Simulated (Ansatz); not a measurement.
**A convergence test on H6PbCNCl3 (Pm): k mesh of the density**

Aim: see how gap, energy and time of H6PbCNCl3 (Pm) follow the k mesh of the density.

Program: Ansatz 0.2.0. Level of theory: DFT, r2SCAN, plane waves, PAW. Results are calculated unless marked as measured.

### 1. The starting structure

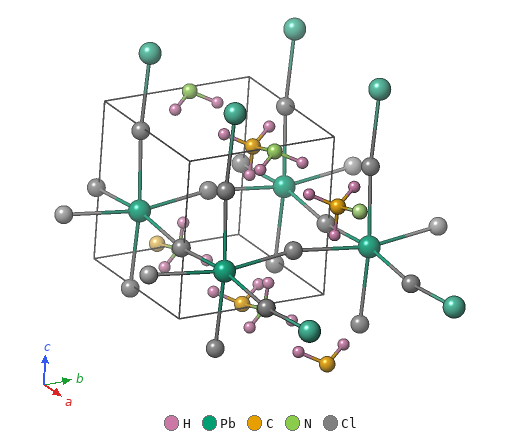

The cell as given, slightly off an axis (hydrogen pink, lead teal, carbon orange, nitrogen green, chlorine grey). 2×1×1 cells are drawn. Some periodic images of atoms are drawn too.

The cell and positions are those that the Materials Project relaxed with its own functionals (PBE, PBE+U or r2SCAN), kept fixed. Spin-orbit coupling is left out unless a step names it. The default PAW set here is soft_2. Its files were made with PBE.

### 2. k mesh of the density: 2×2×2

Contents of input.yaml:

```yaml
crystal:
  lattice:
    - [5.752832, 0.0, 0.0]
    - [0.0, 5.764671, 0.0]
    - [-0.002604, 0.0, 5.855201]
  atoms:
    - { symbol: H, position: [0.879476, 0.5, 0.790423] }
    - { symbol: H, position: [0.813252, 0.344072, 0.047387] }
    - { symbol: H, position: [0.813252, 0.655928, 0.047387] }
    - { symbol: H, position: [0.229661, 0.354316, 0.978538] }
    - { symbol: H, position: [0.229661, 0.645684, 0.978538] }
    - { symbol: H, position: [0.170957, 0.5, 0.216412] }
    - { symbol: Pb, position: [0.473988, 0.0, 0.483874] }
    - { symbol: C, position: [0.894268, 0.5, 0.976848] }
    - { symbol: "N", position: [0.144932, 0.5, 0.040731] }
    - { symbol: Cl, position: [0.427891, 0.0, 0.975558] }
    - { symbol: Cl, position: [0.429192, 0.5, 0.520036] }
    - { symbol: Cl, position: [0.971826, 0.0, 0.43966] }
kpoints:
  mp_grid: { grid: [2, 2, 2] }
  band_path:
    path:
      - [0.0, 0.0, 0.0]
      - [0.0, 0.5, 0.0]
      - [0.0, 0.5, 0.5]
      - [0.0, 0.0, 0.5]
      - [-0.5, 0.0, 0.5]
      - [-0.5, 0.5, 0.5]
      - [-0.5, 0.5, 0.0]
      - [-0.5, 0.0, 0.0]
      - [-0.5, 0.45, 0.5]
    npoints: 1
hamiltonian:
  xc: r2scan
scf:
  occupations: { method: fixed }
  n_extra_bands: 8
output:
  eigenvalues: true
  write_density: true
  write_potential: true
  elf: true
  volumetric_format: npy
```

Launch:

```
> ansatz run input.yaml --threads 4 --pin off --max-ram 18432MiB --backend cpu --events-out ev --progress --plain --runs-dir out
```

Numbers of over 12 decimals in the logs are rounded to 6 here.

What it wrote:

```text
scf.n_extra_bands = 8 over 25 filled bands (N_el = 50.0): the run solves 33 bands
Engine: ansatz 0.2.0, aarch64-unknown-linux-gnu
Pseudopotentials: kind: paw
Pseudopotential: H, paw, valence charge 1, recommended cutoff 500 eV (meta_gga), H.paw.azcp
Pseudopotential: Pb, paw, valence charge 14, recommended cutoff 500 eV (meta_gga), Pb.paw.azcp
Pseudopotential: C, paw, valence charge 4, recommended cutoff 500 eV (meta_gga), C.paw.azcp
Pseudopotential: N, paw, valence charge 5, recommended cutoff 500 eV (meta_gga), N.paw.azcp
Pseudopotential: Cl, paw, valence charge 7, recommended cutoff 500 eV (meta_gga), Cl.paw.azcp
Functional definition: r2SCAN
  parameter k0 = 0.174
  parameter k1 = 0.065
  parameter a1 = 4.9479
  exchange = r2scan_x(k0 = k0, k1 = k1, a1 = a1)
  correlation = r2scan_c
Crystal: 12 atoms, lattice volume = 194.177 Å³
Basis set: ecut = 500 eV, 4961 PW (Γ), exchange–correlation on 180×180×180 points (64 copies of the dense FFT grid, shifted against one another)
Bands: 33, of which v1, the nominal top of the filled ones, is band 25 counted from 1 (24 counted from 0)
Symmetry: 2 space group operations
Space group: Pm (ITA 6), of the structure as read, at distance tolerance 5.8e-5 Å
k-points: 8
Non-local potential: H, projectors of the file, l = 0: 2, l = 1: 1
Non-local potential: Pb, projectors of the file, l = 0: 2, l = 1: 2, l = 2: 2, l = 3: 2
Non-local potential: C, projectors of the file, l = 0: 2, l = 1: 2, l = 2: 1
Non-local potential: N, projectors of the file, l = 0: 2, l = 1: 2, l = 2: 1
Non-local potential: Cl, projectors of the file, l = 0: 2, l = 1: 2, l = 2: 2
PAW form: soft (Blöchl's): semilocal exchange-correlation on the pseudo side does not see the compensation charge
PAW frozen core: Pb, regenerated for the run's functional (the file was generated under x = pbe(κ = 0.804, μ = 0.219515), c = pbe(β = 0.066725))
PAW frozen core: C, regenerated for the run's functional (the file was generated under x = pbe(κ = 0.804, μ = 0.219515), c = pbe(β = 0.066725))
PAW frozen core: N, regenerated for the run's functional (the file was generated under x = pbe(κ = 0.804, μ = 0.219515), c = pbe(β = 0.066725))
PAW frozen core: Cl, regenerated for the run's functional (the file was generated under x = pbe(κ = 0.804, μ = 0.219515), c = pbe(β = 0.066725))
PAW one-centre angular grid: H, 302 points (default); XC on 160 Gauss nodes
PAW one-centre angular grid: Pb, 590 points (default); XC on 160 Gauss nodes
PAW one-centre angular grid: C, 302 points (default); XC on 239 of its mesh's 2573 points in the sphere
PAW one-centre angular grid: N, 302 points (default); XC on 160 Gauss nodes
PAW one-centre angular grid: Cl, 302 points (default); XC on 160 Gauss nodes
Initial density: superposition of atomic densities (neutral atoms: chi_scale 0, normalization atom), corrected by the library's trained network
Initial wavefunctions: pseudopotential atomic-orbital guess
Functional: x = r2scan, c = r2scan; τ floored in thin density (d = 2e-4 eV/Å³)
SCF iter   1: F=—  HF=-15911.624134 eV  |F-HF|=—  |Δ(HF+E_count)|=         —  Δρ=5.59e-3  dr2=4.92e-2  dr2_τ=4.46e-1  ethr=1.77e-3  ⟨swp⟩=5.0  Hψ=1092  notcnv=0  defer=43
preconditioner: auto → Resta (q_TF=auto, 2.176 Å⁻¹)  ε∞=2.6  [insulator: Δε(μ)=2.941 eV  Ē_g=14.623 eV  n_scr=28 (ndim 8)  ℏωp=18.5 eV  f_vac=0.116  ε∞_Penn≈2.6]
SCF iter   2: F=—  HF=-15911.450119 eV  |F-HF|=—  |Δ(HF+E_count)|=   1.74e-1  Δρ=3.07e-3  dr2=1.53e-2  dr2_τ=5.88e-4  ethr=9.84e-5  ⟨swp⟩=2.2  Hψ=548  notcnv=0  defer=48
SCF iter   3: F=—  HF=-15911.447780 eV  |F-HF|=—  |Δ(HF+E_count)|=   2.34e-3  Δρ=6.99e-4  dr2=9.75e-4  dr2_τ=1.63e-4  ethr=3.06e-5  ⟨swp⟩=3.5  Hψ=432  notcnv=0  defer=48
SCF iter   4: F=—  HF=-15911.447701 eV  |F-HF|=—  |Δ(HF+E_count)|=   7.89e-5  Δρ=1.90e-4  dr2=8.07e-5  dr2_τ=1.93e-5  ethr=1.95e-6  ⟨swp⟩=2.0  Hψ=457  notcnv=0  defer=48
SCF iter   5: F=—  HF=-15911.447646 eV  |F-HF|=—  |Δ(HF+E_count)|=   5.46e-5  Δρ=5.39e-5  dr2=9.23e-6  dr2_τ=5.77e-7  ethr=1.61e-7  ⟨swp⟩=2.0  Hψ=403  notcnv=0  defer=48
SCF iter   6: F=—  HF=-15911.447651 eV  |F-HF|=—  |Δ(HF+E_count)|=   4.45e-6  Δρ=2.53e-5  dr2=1.50e-6  dr2_τ=1.53e-7  ethr=1.85e-8  ⟨swp⟩=2.0  Hψ=441  notcnv=0  defer=48
SCF iter   7: F=-15911.447651 eV  HF=-15911.447651 eV  |F-HF|=6.42e-8  |Δ(HF+E_count)|=   1.52e-7  Δρ=6.00e-6  dr2=9.89e-8  dr2_τ=8.07e-9  ethr=2.00e-10  ⟨swp⟩=12.8  Hψ=1539  notcnv=0
SCF 1 converged in 7 iterations: F = -15911.447651 eV  dr2 = 9.89e-8
[...]
NSCF: frozen V_eff on 9 k-points
SCF converged after 7 iterations
Free energy (F): -15911.447651 eV
Harris-Foulkes:  -15911.447651 eV  (|F-HF|=6.42e-8)
Internal energy: -15911.447651 eV  (E = F + TS)
E sigma→0 (E₀):  -15911.447651 eV
Fermi energy:    1.444806 eV
--- Per-component energies (eV) ---
  E_band       = -369.925141
  E_kinetic    = 1072.209907
  E_local      = -3123.322960  (includes V_loc(G=0)·N_el)
  E_nonlocal   = 517.819268
  E_hartree    = 1123.164182
  E_xc         = -681.061938
  E_vxc        = -775.546999  (∫ρ·V_xc dr)
  E_paw        = -12662.484732  (= ΣΔE_a)
  E_vpaw       = -352.939960  (= ΣTr[D̂ρ^β])
  E_aug_tail   = -0.002660  (compensation charges beyond the density's cutoff)
  E_vtau       = 45.522854  (kinetic-family band-sum trace: ∫τ·v_τ [+ j·A + Jᵃ·Aᵃ] dr)
  E_ewald      = -2158.270663
  E_core_change = 0.501944  (= ΣΔE_core)
  E_smearing   = -0.000000  (= −TS)
  E_closure    = 0.000000  (closes the sum)
  Σ components = -15911.447651   (vs F -15911.447651, Δ=0.00e0)
--- Band table (eV; the first three rows and the last of 8) ---
  k-point 0: bands = [... 21 lower, -0.5092, -0.3766, -0.0335, -0.0056, 6.3538, 7.3255, 7.5114, 7.9601, ... 4 higher]
  k-point 1: bands = [... 21 lower, -0.3273, -0.3021, -0.0489, 0.1253, 5.0648, 7.2111, 7.4218, 7.7429, ... 4 higher]
  k-point 2: bands = [... 21 lower, -0.3759, -0.2080, -0.0354, 0.1656, 5.2012, 6.9610, 7.5741, 7.7676, ... 4 higher]
  k-point 7: bands = [... 21 lower, -0.3513, 0.1320, 0.1430, 1.4448, 4.3596, 4.3893, 4.6241, 7.7835, ... 4 higher]
```

It took 5.7 s on 4 threads of Arm Neoverse V1, shared host; peak memory 0.88 GiB.

Reading the cycles: dr2 is the Hartree energy of the density residual (eV), the measure of convergence; HF is the Harris–Foulkes estimate of the energy, which meets the free energy F at convergence.

This step gave:

```yaml
gap: 2.908 eV
valence_top_at: E
conduction_bottom_at: k = (-0.500, 0.450, 0.500)
least_direct_gap: 2.915 eV
```

The gap is indirect, with the least direct gap 0.007 eV higher.

### 3. k mesh of the density: 4×4×4 (the default)

Edit input.yaml of step 2 so:

```diff
@@ -19,3 +19,3 @@
 kpoints:
-  mp_grid: { grid: [2, 2, 2] }
+  mp_grid: { grid: [4, 4, 4] }
   band_path:
@@ -26,8 +26,10 @@
       - [0.0, 0.0, 0.5]
+      - [0.0, 0.0, 0.0]
       - [-0.5, 0.0, 0.5]
       - [-0.5, 0.5, 0.5]
+      - [0.0, 0.5, 0.0]
       - [-0.5, 0.5, 0.0]
       - [-0.5, 0.0, 0.0]
-      - [-0.5, 0.45, 0.5]
-    npoints: 1
+      - [0.0, 0.0, 0.0]
+    npoints: 10
 hamiltonian:
@@ -35,3 +37,3 @@
 scf:
-  occupations: { method: fixed }
+  occupations: { method: fermi_dirac, width: 0.02 }
   n_extra_bands: 8
```

What it wrote:

```text
[...]
Crystal: 12 atoms, lattice volume = 194.177 Å³
Basis set: ecut = 500 eV, 4961 PW (Γ), exchange–correlation on 180×180×180 points (64 copies of the dense FFT grid, shifted against one another)
Bands: 33, of which v1, the nominal top of the filled ones, is band 25 counted from 1 (24 counted from 0)
[... 1 set-up line as in the run before ...]
[...]
k-points: 30 of 64 (time reversal used)
[...]
--- Band table (eV; the first three rows and the last of 30) ---
  k-point 0: bands = [... 21 lower, -0.5488, -0.4153, -0.0849, -0.0561, 6.3396, 7.3415, 7.5292, 7.9625, ... 4 higher]
  k-point 1: bands = [... 21 lower, -0.5337, -0.3813, -0.0924, -0.0457, 6.2089, 6.7991, 7.3491, 7.8583, ... 4 higher]
  k-point 2: bands = [... 21 lower, -0.3666, -0.3448, -0.1002, 0.0992, 5.0888, 7.2275, 7.4221, 7.7257, ... 4 higher]
  k-point 29: bands = [... 21 lower, -0.3908, 0.0818, 0.0932, 1.4383, 4.3876, 4.4168, 4.6459, 7.7704, ... 4 higher]
[key lines of the parts left out:]
SCF converged after 8 iterations
Free energy (F): -15911.780860 eV
Fermi energy:    2.910859 eV
```

Wall time 29 s (4 threads); peak memory 1.1 GiB.

Numbers from this step:

* gap: 2.943 eV
* valence top at: E
* conduction bottom at: k = (-0.500, 0.450, 0.500)
* least direct gap: 2.949 eV

The gap is 2.943 eV, +0.035 eV from the run before at this level.

### 4. k mesh of the density: 6×6×6

input.yaml, the sections that differ from step 3:

```yaml
kpoints:
  mp_grid: { grid: [6, 6, 6] }
  band_path:
    path:
      - [0.0, 0.0, 0.0]
      - [0.0, 0.5, 0.0]
      - [0.0, 0.5, 0.5]
      - [0.0, 0.0, 0.5]
      - [-0.5, 0.0, 0.5]
      - [-0.5, 0.5, 0.5]
      - [-0.5, 0.5, 0.0]
      - [-0.5, 0.0, 0.0]
      - [-0.5, 0.45, 0.5]
    npoints: 1
scf:
  occupations: { method: fixed }
  n_extra_bands: 8
output:
  eigenvalues: true
# crystal, hamiltonian: as in step 3
```

What it wrote:

```text
[...]
Crystal: 12 atoms, lattice volume = 194.177 Å³
Basis set: ecut = 500 eV, 4961 PW (Γ), exchange–correlation on 180×180×180 points (64 copies of the dense FFT grid, shifted against one another)
Bands: 33, of which v1, the nominal top of the filled ones, is band 25 counted from 1 (24 counted from 0)
[... 1 set-up line as in the run before ...]
[...]
k-points: 80 of 216 (time reversal used)
[...]
--- Band table (eV; the first three rows and the last of 80) ---
  k-point 0: bands = [... 21 lower, -0.5507, -0.4172, -0.0881, -0.0593, 6.3389, 7.3424, 7.5301, 7.9624, ... 4 higher]
  k-point 1: bands = [... 21 lower, -0.5496, -0.4016, -0.0918, -0.0572, 6.4722, 6.8577, 7.4283, 7.9471, ... 4 higher]
  k-point 2: bands = [... 21 lower, -0.4862, -0.3648, -0.0994, -0.0176, 5.6796, 7.0356, 7.2849, 7.7723, ... 4 higher]
  k-point 79: bands = [... 21 lower, -0.3926, 0.0789, 0.0903, 1.4378, 4.3891, 4.4182, 4.6467, 7.7698, ... 4 higher]
[key lines of the parts left out:]
SCF converged after 8 iterations
Free energy (F): -15911.789079 eV
Fermi energy:    1.437839 eV
```

Wall time 37 s (4 threads); peak memory 1.1 GiB; 2.4 min of CPU time.

This step gave:

* gap: 2.945 eV
* valence top at: E
* conduction bottom at: k = (-0.500, 0.450, 0.500)
* least direct gap: 2.951 eV

The gap is 2.945 eV, +0.002 eV from the run before at this level.

### 5. The series

Differences are against the last row; a negative gap means that bands overlap, and a run with a band path holds that path's time. Times are wall times on 4 threads of Arm Neoverse V1, shared host, good to a factor of about two.

```
k mesh of the density  gap (eV)  direct gap (eV)  gap error (eV)  energy error (meV/atom)  irreducible k   time
                2×2×2     2.908            2.915          −0.037                    +28.5              8  5.7 s
                4×4×4     2.943            2.949          −0.002                     +0.7             30   29 s
                6×6×6     2.945            2.951          +0.000                     +0.0             80   37 s
```

### 6. Results

| Property | Result |
| --- | --- |
| 2×2×2 | 2.908 eV |
| 4×4×4 | 2.943 eV |
| 6×6×6 | 2.945 eV |

The gap holds to 0.02 eV from 4×4×4 on. At 2×2×2 the gap is off by −0.037 eV and the energy by +28 meV/atom. The gap is read over the mesh and added points near the edges, so meshes differ mainly through the density and, for a hybrid, the exchange operator.

[Paths, hosts, dates, memory and timing lines, banners, echoed tables and standing remarks are left out of the program output.]

[Logs are printed without paths, hosts, clocks, repeated set-up lines and the standing remarks that a program may print on its own settings, such as how far it seeks lower states.]

[Runs of the session that timed out or met a known fault of the program may be left out.]

[Cells called generated may have been cut or substituted from an entry of the Crystallography Open Database or the Materials Project.]

[Hosts, paths, dates, database ids (printed as entryN), source tags and the programs' standing remarks are cut or masked in the printed files.]
